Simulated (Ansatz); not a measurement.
**CH₃AlFOSb: up Jacob's ladder to CCSD(T)**

Aim: compute CH₃AlFOSb with functionals from several rungs and with coupled cluster. The yardstick is the atomisation energy at the CCSD(T) limit.

Program: Ansatz 0.2.0, Gaussian basis. Level of theory: functionals in def2-TZVPP, the program's frozen cores in correlated methods. These are calculated values, not measurements.

Plan: LDA (SPW92), PBE-D4, revPBE-D4, BLYP-D4, r2SCAN-D4, B97M-V, PBE0-D4, B3LYP-D4, r2SCANh-D4, r2SCAN0-D4, HSE06-D4, BHLYP-D4, CAM-B3LYP-D4, LC-ωPBE, ωB97X-V, ωB97M-V, B2PLYP, PBE-QIDH; CCSD(T)/def2-SVP; CCSD(T)/def2-TZVPP; MP2/def2-QZVPP; extrapolation to the limit; RPA on PBE.

## Step 1: The geometry

All runs share one geometry, relaxed beforehand with PBE0-D4 in a triple-zeta def2 set. Sb takes the def2 core potential; no spin-orbit term is included.

8 atoms, charge 0, spin multiplicity 1.

Atoms are counted from 1 here; the program's logs count them from 0.

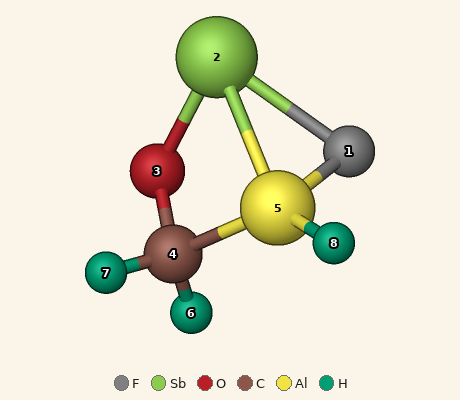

The structure; fluorine grey, antimony green, oxygen red, carbon brown, aluminium yellow, hydrogen teal; atoms are numbered from 1 in the order of the file.

As a file:

```xyz
8
charge 0, multiplicity 1
F    -1.4906   -1.2460   -0.2304
Sb    0.6401   -2.0135   -0.6108
O     0.9165   -0.2096   -1.2890
C     0.5096    0.8214   -0.3420
Al   -0.5669   -0.2548    0.9460
H    -0.0471    1.5770   -0.9085
H     1.4109    1.3135    0.0401
H    -1.2803   -0.0450    2.3388
```

## Step 2: LDA

This LDA is Slater exchange with PW92 correlation.

The input, in.yaml:

```yaml
crystal:
  periodic: [false, false, false]
  atoms:
    - {symbol: F, position_ang: [-1.490577, -1.246006, -0.230450]}
    - {symbol: Sb, position_ang: [0.640107, -2.013469, -0.610807]}
    - {symbol: O, position_ang: [0.916492, -0.209619, -1.289011]}
    - {symbol: C, position_ang: [0.509562, 0.821401, -0.342035]}
    - {symbol: Al, position_ang: [-0.566861, -0.254788, 0.946029]}
    - {symbol: H, position_ang: [-0.047092, 1.576950, -0.908532]}
    - {symbol: H, position_ang: [1.410899, 1.313485, 0.040072]}
    - {symbol: H, position_ang: [-1.280328, -0.044954, 2.338835]}
basis:
  gaussian: {orbitals: def2-TZVPP}
hamiltonian: {xc: lda}
output: {orbitals: {seedname: orbitals}}
```

Launch:

```bash
> ansatz run in.yaml --threads 4 --pin off --events-out ev --progress --plain --max-ram 10444MiB
```

The program printed:

```text
Functional definition: SPW92
  name "SPW92"
  cite "Dirac, Proc. Camb. Phil. Soc. 26, 376 (1930) doi:10.1017/S0305004100016108"
  cite "Slater, Phys. Rev. 81, 385 (1951) doi:10.1103/PhysRev.81.385"
  cite "Perdew & Wang, Phys. Rev. B 45, 13244 (1992) doi:10.1103/PhysRevB.45.13244"
  exchange = slater_x
  correlation = pw_c
1316 factors; their error is unknown
mean field evaluation 1: about -18893.7757 eV, gradient 8.1e1 eV
mean field evaluation 2: about -18701.9926 eV, gradient 2.5e2 eV
mean field evaluation 4: about -18904.6222 eV, gradient 4.4e1 eV
mean field evaluation 8: about -18907.8288 eV, gradient 4.1e-1 eV
mean field evaluation 16: about -18907.8099 eV, gradient 1.9e-3 eV
mean field -18907.80992427 eV, -694.8491985429 hartree, gradient 3.3e-5 eV, S^2 0.000000; 0 other end points of the search recorded, 0 dependent functions left out
reference -18907.80996741 eV, -694.8492001285 hartree; 31, 31 occupied and 196, 196 virtual orbitals, 1316 factors
Total energy: -18907.80996741 eV, -694.8492001285 hartree
```

It took 1.2 s on 4 threads of Arm Neoverse V2, shared host; peak memory 0.29 GiB.

Atomisation energy: 743.5 kcal/mol (free atoms -18875.569 eV, run apart). HOMO -5.11 eV, LUMO -3.85 eV.

## Step 3: PBE-D4 (GGA)

Changes to in.yaml since step 2:

```diff
@@ -13,3 +13,3 @@
   gaussian: {orbitals: def2-TZVPP}
-hamiltonian: {xc: lda}
-output: {orbitals: {seedname: orbitals}}
+hamiltonian: {xc: pbe, dispersion: d4}
+output: {forces: true, orbitals: {seedname: orbitals}}
```

The command is unchanged.

The program printed (excerpt; [...] marks lines left out):

```text
Functional definition: PBE
  name "PBE"
  cite "Perdew, Burke & Ernzerhof, Phys. Rev. Lett. 77, 3865 (1996) doi:10.1103/PhysRevLett.77.3865"
  parent pbe
[...]
1316 factors; their error is unknown
[...]
mean field -18978.04940099 eV, -697.4304517024 hartree, gradient 3.2e-5 eV, S^2 0.000000; 0 other end points of the search recorded, 0 dependent functions left out
[...]
reference -18978.04944721 eV, -697.4304534012 hartree; 31, 31 occupied and 196, 196 virtual orbitals, 1316 factors
Total energy: -18978.26885298 eV, -697.4385164143 hartree
Atom 0 at    -1.490577    -1.246006    -0.230450 Å, force    -0.433295    -0.156370    -0.211873 eV/Å
Atom 1 at     0.640107    -2.013469    -0.610807 Å, force     0.137357    -0.761188     0.151570 eV/Å
Atom 2 at     0.916492    -0.209619    -1.289011 Å, force     0.243123     0.301907    -0.575935 eV/Å
Atom 3 at     0.509562     0.821401    -0.342035 Å, force    -0.107481     0.189148     0.242288 eV/Å
Atom 4 at    -0.566861    -0.254788     0.946029 Å, force     0.164529     0.112773     0.345485 eV/Å
Atom 5 at    -0.047092     1.576950    -0.908532 Å, force    -0.098806     0.168009    -0.128913 eV/Å
Atom 6 at     1.410899     1.313485     0.040072 Å, force     0.180894     0.114193     0.073767 eV/Å
Atom 7 at    -1.280328    -0.044954     2.338835 Å, force    -0.086321     0.031528     0.103612 eV/Å
Dipole moment:     0.214850    -0.136466     0.146792 e Å
```

Run time: 2.2 s. Hardware: 4 threads of Arm Neoverse V2, shared host; peak memory 0.3 GiB.

With the free atoms at this level, -18950.245 eV in sum, the atomisation energy is 646.2 kcal/mol. HOMO -4.96 eV, LUMO -3.60 eV.

## Step 4: revPBE-D4 (GGA)

Changes to in.yaml since step 3:

```diff
@@ -13,3 +13,3 @@
   gaussian: {orbitals: def2-TZVPP}
-hamiltonian: {xc: pbe, dispersion: d4}
-output: {forces: true, orbitals: {seedname: orbitals}}
+hamiltonian: {xc: {name: revPBE}, dispersion: d4}
+output: {orbitals: {seedname: orbitals}}
```

The command is unchanged.

The program printed:

```text
Functional definition: revPBE
  name "revPBE"
  cite "Zhang & Yang, Phys. Rev. Lett. 80, 890 (1998) doi:10.1103/PhysRevLett.80.890"
  cite "Perdew, Burke & Ernzerhof, Phys. Rev. Lett. 77, 3865 (1996) doi:10.1103/PhysRevLett.77.3865"
  parameter kappa = 1.245
  parameter beta = 0.06672455060314922
  exchange = pbe_x(kappa = kappa, mu = beta*pi^2/3)
  correlation = pbe_c(beta = beta)
1316 factors; their error is unknown
mean field evaluation 1: about -18972.2923 eV, gradient 7.9e1 eV
mean field evaluation 2: about -18783.7749 eV, gradient 2.5e2 eV
mean field evaluation 4: about -18982.9653 eV, gradient 4.1e1 eV
mean field evaluation 8: about -18985.8151 eV, gradient 3.8e-1 eV
mean field evaluation 16: about -18985.7948 eV, gradient 4.3e-4 eV
mean field -18985.79480390 eV, -697.7150900095 hartree, gradient 8.0e-5 eV, S^2 0.000000; 0 other end points of the search recorded, 0 dependent functions left out
reference -18985.79486169 eV, -697.7150921333 hartree; 31, 31 occupied and 196, 196 virtual orbitals, 1316 factors
Total energy: -18986.39152216 eV, -697.7370190009 hartree
```

Wall time 1.8 s (4 threads of Arm Neoverse V2, shared host); peak memory 0.3 GiB.

Atomisation energy: 624.3 kcal/mol (free atoms -18959.320 eV, run apart). HOMO -4.90 eV, LUMO -3.50 eV.

## Step 5: BLYP-D4 (GGA)

Changes to in.yaml since step 4:

```diff
@@ -13,3 +13,3 @@
   gaussian: {orbitals: def2-TZVPP}
-hamiltonian: {xc: {name: revPBE}, dispersion: d4}
+hamiltonian: {xc: {name: BLYP}, dispersion: d4}
 output: {orbitals: {seedname: orbitals}}
```

Launched as before.

The program printed:

```text
Functional definition: BLYP
  name "BLYP"
  cite "Becke, Phys. Rev. A 38, 3098 (1988) doi:10.1103/PhysRevA.38.3098"
  cite "Lee, Yang & Parr, Phys. Rev. B 37, 785 (1988) doi:10.1103/PhysRevB.37.785"
  parameter beta = 0.0042
  parameter a = 0.04918
  parameter b = 0.132
  parameter c = 0.2533
  parameter d = 0.349
  exchange = b88_x(beta = beta)
  correlation = lyp_c(a = a, b = b, c = c, d = d)
1316 factors; their error is unknown
mean field evaluation 1: about -18970.4705 eV, gradient 8.6e1 eV
mean field evaluation 2: about -18752.3954 eV, gradient 2.6e2 eV
mean field evaluation 4: about -18982.9427 eV, gradient 4.2e1 eV
mean field evaluation 8: about -18985.8492 eV, gradient 5.1e-1 eV
mean field evaluation 16: about -18985.8289 eV, gradient 1.7e-3 eV
mean field -18985.82893325 eV, -697.7163442397 hartree, gradient 7.7e-5 eV, S^2 0.000000; 0 other end points of the search recorded, 0 dependent functions left out
reference -18985.82929840 eV, -697.7163576590 hartree; 31, 31 occupied and 196, 196 virtual orbitals, 1316 factors
Total energy: -18986.30684614 eV, -697.7339072147 hartree
```

It took 1.9 s on 4 threads of Arm Neoverse V2, shared host; peak memory 0.3 GiB.

With the free atoms at this level, -18958.809 eV in sum, the atomisation energy is 634.1 kcal/mol. HOMO -4.80 eV, LUMO -3.49 eV.

## Step 6: r2SCAN-D4 (meta-GGA)

Changes to in.yaml since step 5:

```diff
@@ -13,3 +13,3 @@
   gaussian: {orbitals: def2-TZVPP}
-hamiltonian: {xc: {name: BLYP}, dispersion: d4}
-output: {orbitals: {seedname: orbitals}}
+hamiltonian: {xc: r2scan, dispersion: d4}
+output: {forces: true, orbitals: {seedname: orbitals}}
```

Same command.

The program printed (excerpt; [...] marks lines left out):

```text
Functional definition: r2SCAN
  name "r2SCAN"
  cite "Furness, Kaplan, Ning, Perdew & Sun, J. Phys. Chem. Lett. 11, 8208 (2020) doi:10.1021/acs.jpclett.0c02405"
  cite "Furness, Kaplan, Ning, Perdew & Sun, J. Phys. Chem. Lett. 11, 9248 (2020) doi:10.1021/acs.jpclett.0c03077"
  parent r2scan
[...]
1316 factors; their error is unknown
[...]
mean field -18986.99941861 eV, -697.7593587835 hartree, gradient 2.6e-5 eV, S^2 0.000000; 0 other end points of the search recorded, 0 dependent functions left out
[...]
reference -18986.99943268 eV, -697.7593593007 hartree; 31, 31 occupied and 196, 196 virtual orbitals, 1316 factors
Total energy: -18987.04735462 eV, -697.7611203993 hartree
Atom 0 at    -1.490577    -1.246006    -0.230450 Å, force    -0.032961     0.010557    -0.016255 eV/Å
Atom 1 at     0.640107    -2.013469    -0.610807 Å, force     0.007369    -0.228727     0.060057 eV/Å
Atom 2 at     0.916492    -0.209619    -1.289011 Å, force     0.121918    -0.056042    -0.333771 eV/Å
Atom 3 at     0.509562     0.821401    -0.342035 Å, force    -0.143380     0.276111     0.312130 eV/Å
Atom 4 at    -0.566861    -0.254788     0.946029 Å, force     0.014635    -0.035611     0.073768 eV/Å
Atom 5 at    -0.047092     1.576950    -0.908532 Å, force     0.033493     0.009398    -0.034327 eV/Å
Atom 6 at     1.410899     1.313485     0.040072 Å, force     0.010074     0.011119    -0.037814 eV/Å
Atom 7 at    -1.280328    -0.044954     2.338835 Å, force    -0.011147     0.013195    -0.023790 eV/Å
Dipole moment:     0.214304    -0.140986     0.169949 e Å
```

Run time: 4.9 s. Hardware: 4 threads of Arm Neoverse V2, shared host; peak memory 0.32 GiB.

Atomisation energy: 628.4 kcal/mol (free atoms -18959.798 eV, run apart). HOMO -5.17 eV, LUMO -3.51 eV.

## Step 7: B97M-V (meta-GGA)

Changes to in.yaml since step 6:

```diff
@@ -13,3 +13,3 @@
   gaussian: {orbitals: def2-TZVPP}
-hamiltonian: {xc: r2scan, dispersion: d4}
-output: {forces: true, orbitals: {seedname: orbitals}}
+hamiltonian: {xc: {name: B97M-V}}
+output: {orbitals: {seedname: orbitals}}
```

Launched as before.

The program printed (excerpt; [...] marks lines left out):

```text
Functional definition: B97M-V
  name "B97M-V"
  cite "Mardirossian & Head-Gordon, J. Chem. Phys. 142, 074111 (2015) doi:10.1063/1.4907719"
  cite "Becke, J. Chem. Phys. 107, 8554 (1997) doi:10.1063/1.475007"
  cite "Vydrov & Van Voorhis, J. Chem. Phys. 133, 244103 (2010) doi:10.1063/1.3521275"
  # Of w^i u^j: cxij and so on, Table III.
[...]
  gx(w, u) = cx00 + cx01*u + cx02*u^2 + (cx10 + cx11*u)*w
  gss(w, u) = css00 + css02*u^2 + css10*w + (css32*w^3 + css42*w^4)*u^2
  gos(w, u) = cos00 + cos01*u + cos03*u^3 + cos10*w + cos32*w^3*u^2
[...]
      + integral(e_c_pw_mod_opposite_spin*gos(b97_w_opposite, b97_u_opposite)) + vv10(b, c)
1316 factors; their error is unknown
[...]
mean field -18984.76446576 eV, -697.6772257813 hartree, gradient 1.4e-5 eV, S^2 0.000000; 0 other end points of the search recorded, 0 dependent functions left out
reference -18984.76453176 eV, -697.6772282064 hartree; 31, 31 occupied and 196, 196 virtual orbitals, 1316 factors
Total energy: -18984.76453176 eV, -697.6772282064 hartree
```

Wall time 8.5 s (4 threads of Arm Neoverse V2, shared host); peak memory 0.39 GiB.

Atomisation energy: 635.0 kcal/mol (free atoms -18957.230 eV, run apart). HOMO -5.19 eV, LUMO -3.49 eV.

## Step 8: PBE0-D4 (hybrid)

Changes to in.yaml since step 7:

```diff
@@ -13,3 +13,3 @@
   gaussian: {orbitals: def2-TZVPP}
-hamiltonian: {xc: {name: B97M-V}}
+hamiltonian: {xc: pbe0, dispersion: d4}
 output: {orbitals: {seedname: orbitals}}
```

Same command.

The program printed:

```text
Functional definition: PBE0
  name "PBE0"
  cite "Adamo & Barone, J. Chem. Phys. 110, 6158 (1999) doi:10.1063/1.478522"
  cite "Perdew, Burke & Ernzerhof, Phys. Rev. Lett. 77, 3865 (1996) doi:10.1103/PhysRevLett.77.3865"
  parent pbe
  parameter a = 0.25
  parameter kappa = 0.804
  parameter beta = 0.06672455060314922
  exchange = (1 - a)*pbe_x(kappa = kappa, mu = beta*pi^2/3) + a*exact_x
  correlation = pbe_c(beta = beta)
1405 factors; their error is unknown
mean field evaluation 1: about -18969.1848 eV, gradient 6.7e1 eV
mean field evaluation 2: about -18894.8669 eV, gradient 1.8e2 eV
mean field evaluation 4: about -18978.3571 eV, gradient 1.2e1 eV
mean field evaluation 8: about -18978.5980 eV, gradient 1.0e-1 eV
mean field evaluation 16: about -18978.7829 eV, gradient 1.3e-3 eV
mean field -18978.78292623 eV, -697.4574082579 hartree, gradient 6.0e-5 eV, S^2 0.000000; 0 other end points of the search recorded, 0 dependent functions left out
reference -18978.78296063 eV, -697.4574095219 hartree; 31, 31 occupied and 196, 196 virtual orbitals, 1405 factors
Total energy: -18978.96803552 eV, -697.4642108988 hartree
```

It took 2.8 s on 4 threads of Arm Neoverse V2, shared host; peak memory 0.59 GiB.

With the free atoms at this level, -18952.052 eV in sum, the atomisation energy is 620.7 kcal/mol. HOMO -5.95 eV, LUMO -2.85 eV.

## Step 9: B3LYP-D4 (hybrid)

B3LYP here takes the VWN-RPA correlation.

Changes to in.yaml since step 8:

```diff
@@ -13,3 +13,3 @@
   gaussian: {orbitals: def2-TZVPP}
-hamiltonian: {xc: pbe0, dispersion: d4}
-output: {orbitals: {seedname: orbitals}}
+hamiltonian: {xc: {name: B3LYP}, dispersion: d4}
+output: {forces: true, orbitals: {seedname: orbitals}}
```

The command is unchanged.

The program printed (excerpt; [...] marks lines left out):

```text
Functional definition: B3LYP
  name "B3LYP"
  cite "Stephens, Devlin, Chabalowski & Frisch, J. Phys. Chem. 98, 11623 (1994) doi:10.1021/j100096a001"
  cite "Becke, Phys. Rev. A 38, 3098 (1988) doi:10.1103/PhysRevA.38.3098"
  cite "Lee, Yang & Parr, Phys. Rev. B 37, 785 (1988) doi:10.1103/PhysRevB.37.785"
  cite "Vosko, Wilk & Nusair, Can. J. Phys. 58, 1200 (1980) doi:10.1139/p80-159"
[...]
1393 factors; their error is unknown
[...]
mean field -18990.72573628 eV, -697.8962984319 hartree, gradient 5.7e-6 eV, S^2 0.000000; 0 other end points of the search recorded, 0 dependent functions left out
[...]
reference -18990.72600848 eV, -697.8963084353 hartree; 31, 31 occupied and 196, 196 virtual orbitals, 1393 factors
Total energy: -18991.08697025 eV, -697.9095735355 hartree
Atom 0 at    -1.490577    -1.246006    -0.230450 Å, force    -0.191380     0.009777     0.004436 eV/Å
Atom 1 at     0.640107    -2.013469    -0.610807 Å, force     0.179568    -0.542028    -0.033339 eV/Å
Atom 2 at     0.916492    -0.209619    -1.289011 Å, force     0.140046     0.073924    -0.292990 eV/Å
Atom 3 at     0.509562     0.821401    -0.342035 Å, force    -0.050445     0.395020     0.170260 eV/Å
Atom 4 at    -0.566861    -0.254788     0.946029 Å, force    -0.112396     0.117111     0.235435 eV/Å
Atom 5 at    -0.047092     1.576950    -0.908532 Å, force     0.041443    -0.033745     0.036176 eV/Å
Atom 6 at     1.410899     1.313485     0.040072 Å, force    -0.054427    -0.015576    -0.026915 eV/Å
Atom 7 at    -1.280328    -0.044954     2.338835 Å, force     0.047591    -0.004483    -0.093064 eV/Å
Dipole moment:     0.226658    -0.169683     0.209977 e Å
```

Wall time 4.2 s (4 threads of Arm Neoverse V2, shared host); peak memory 0.65 GiB.

With the free atoms at this level, -18963.989 eV in sum, the atomisation energy is 624.9 kcal/mol. HOMO -5.76 eV, LUMO -3.07 eV.

## Step 10: r2SCANh-D4 (hybrid)

Changes to in.yaml since step 9:

```diff
@@ -13,3 +13,3 @@
   gaussian: {orbitals: def2-TZVPP}
-hamiltonian: {xc: {name: B3LYP}, dispersion: d4}
-output: {forces: true, orbitals: {seedname: orbitals}}
+hamiltonian: {xc: {name: r2SCANh}, dispersion: d4}
+output: {orbitals: {seedname: orbitals}}
```

The command is unchanged.

The program printed (excerpt; [...] marks lines left out):

```text
Functional definition: r2SCANh
  name "r2SCANh"
  cite "Bursch, Neugebauer, Ehlert & Grimme, J. Chem. Phys. 156, 134105 (2022) doi:10.1063/5.0086040"
  cite "Furness, Kaplan, Ning, Perdew & Sun, J. Phys. Chem. Lett. 11, 8208 (2020) doi:10.1021/acs.jpclett.0c02405"
  cite "Furness, Kaplan, Ning, Perdew & Sun, J. Phys. Chem. Lett. 11, 9248 (2020) doi:10.1021/acs.jpclett.0c03077"
  parent r2scan
[...]
1319 factors; their error is unknown
[...]
mean field -18986.18890997 eV, -697.7295731403 hartree, gradient 1.4e-5 eV, S^2 0.000000; 0 other end points of the search recorded, 0 dependent functions left out
reference -18986.18892291 eV, -697.7295736159 hartree; 31, 31 occupied and 196, 196 virtual orbitals, 1319 factors
Total energy: -18986.24130452 eV, -697.7314986044 hartree
```

Run time: 5 s. Hardware: 4 threads of Arm Neoverse V2, shared host; peak memory 0.6 GiB.

With the free atoms at this level, -18959.391 eV in sum, the atomisation energy is 619.2 kcal/mol. HOMO -5.54 eV, LUMO -3.22 eV.

## Step 11: r2SCAN0-D4 (hybrid)

Changes to in.yaml since step 10:

```diff
@@ -13,3 +13,3 @@
   gaussian: {orbitals: def2-TZVPP}
-hamiltonian: {xc: {name: r2SCANh}, dispersion: d4}
+hamiltonian: {xc: {name: r2SCAN0}, dispersion: d4}
 output: {orbitals: {seedname: orbitals}}
```

Same command.

The program printed (excerpt; [...] marks lines left out):

```text
Functional definition: r2SCAN0
  name "r2SCAN0"
  cite "Bursch, Neugebauer, Ehlert & Grimme, J. Chem. Phys. 156, 134105 (2022) doi:10.1063/5.0086040"
  cite "Furness, Kaplan, Ning, Perdew & Sun, J. Phys. Chem. Lett. 11, 8208 (2020) doi:10.1021/acs.jpclett.0c02405"
  cite "Furness, Kaplan, Ning, Perdew & Sun, J. Phys. Chem. Lett. 11, 9248 (2020) doi:10.1021/acs.jpclett.0c03077"
  parent r2scan
[...]
1405 factors; their error is unknown
[...]
mean field -18985.02169503 eV, -697.6866787824 hartree, gradient 2.5e-5 eV, S^2 0.000000; 0 other end points of the search recorded, 0 dependent functions left out
reference -18985.02170627 eV, -697.6866791956 hartree; 31, 31 occupied and 196, 196 virtual orbitals, 1405 factors
Total energy: -18985.08046621 eV, -697.6888385834 hartree
```

Wall time 4.7 s (4 threads of Arm Neoverse V2, shared host); peak memory 0.62 GiB.

Atomisation energy: 606.1 kcal/mol (free atoms -18958.796 eV, run apart). HOMO -6.09 eV, LUMO -2.80 eV.

## Step 12: HSE06-D4 (hybrid)

HSE06 is the plane-wave form, built on full-range PBE exchange.

Changes to in.yaml since step 11:

```diff
@@ -13,3 +13,3 @@
   gaussian: {orbitals: def2-TZVPP}
-hamiltonian: {xc: {name: r2SCAN0}, dispersion: d4}
+hamiltonian: {xc: hse06, dispersion: d4}
 output: {orbitals: {seedname: orbitals}}
```

The command is unchanged.

The program printed (excerpt; [...] marks lines left out):

```text
Functional definition: HSE06
  name "HSE06"
  cite "Heyd, Scuseria & Ernzerhof, J. Chem. Phys. 118, 8207 (2003) doi:10.1063/1.1564060"
  cite "Krukau, Vydrov, Izmaylov & Scuseria, J. Chem. Phys. 125, 224106 (2006) doi:10.1063/1.2404663"
  cite "Heyd & Scuseria, J. Chem. Phys. 120, 7274 (2004) doi:10.1063/1.1668634"
  cite "Ernzerhof & Perdew, J. Chem. Phys. 109, 3313 (1998) doi:10.1063/1.476928"
  cite "Perdew, Burke & Ernzerhof, Phys. Rev. Lett. 77, 3865 (1996) doi:10.1103/PhysRevLett.77.3865"
  parent pbe
[...]
  # The whole range is PBE's own exchange, as in plane waves. The composition of these papers is wPBEh.
[...]
1405 factors; their error is unknown
110 factors; integrals over basis functions are off by at most 4.0e-7 eV
[...]
mean field -18978.31145054 eV, -697.4400818457 hartree, gradient 1.5e-5 eV, S^2 0.000000; 0 other end points of the search recorded, 0 dependent functions left out
reference -18978.31149637 eV, -697.4400835300 hartree; 31, 31 occupied and 196, 196 virtual orbitals, 1405 factors
Total energy: -18978.48626056 eV, -697.4465059956 hartree
```

Wall time 3 s (4 threads of Arm Neoverse V2, shared host); peak memory 0.63 GiB.

With the free atoms at this level, -18951.569 eV in sum, the atomisation energy is 620.7 kcal/mol. HOMO -5.56 eV, LUMO -3.22 eV.

## Step 13: BHLYP-D4 (hybrid)

Changes to in.yaml since step 12:

```diff
@@ -13,3 +13,3 @@
   gaussian: {orbitals: def2-TZVPP}
-hamiltonian: {xc: hse06, dispersion: d4}
+hamiltonian: {xc: {name: BHLYP}, dispersion: d4}
 output: {orbitals: {seedname: orbitals}}
```

The command is unchanged.

The program printed:

```text
Functional definition: BHLYP
  name "BHLYP"
  cite "Becke, J. Chem. Phys. 98, 1372 (1993) doi:10.1063/1.464304"
  cite "Becke, Phys. Rev. A 38, 3098 (1988) doi:10.1103/PhysRevA.38.3098"
  cite "Lee, Yang & Parr, Phys. Rev. B 37, 785 (1988) doi:10.1103/PhysRevB.37.785"
  parameter a = 0.5
  exchange = (1 - a)*b88_x + a*exact_x
  correlation = lyp_c
1525 factors; their error is unknown
mean field evaluation 1: about -18975.4848 eV, gradient 6.0e1 eV
mean field evaluation 2: about -18953.7314 eV, gradient 1.2e2 eV
mean field evaluation 4: about -18982.7905 eV, gradient 7.0e0 eV
mean field evaluation 8: about -18982.8732 eV, gradient 2.1e-1 eV
mean field evaluation 16: about -18983.2616 eV, gradient 9.7e-4 eV
mean field -18983.26155944 eV, -697.6219949927 hartree, gradient 5.3e-5 eV, S^2 0.000000; 0 other end points of the search recorded, 0 dependent functions left out
reference -18983.26174246 eV, -697.6220017184 hartree; 31, 31 occupied and 196, 196 virtual orbitals, 1525 factors
Total energy: -18983.57819255 eV, -697.6336310448 hartree
```

Run time: 2.9 s. Hardware: 4 threads of Arm Neoverse V2, shared host; peak memory 0.61 GiB.

With the free atoms at this level, -18957.863 eV in sum, the atomisation energy is 593.0 kcal/mol. HOMO -6.81 eV, LUMO -2.02 eV.

[end of part 1 of 2]
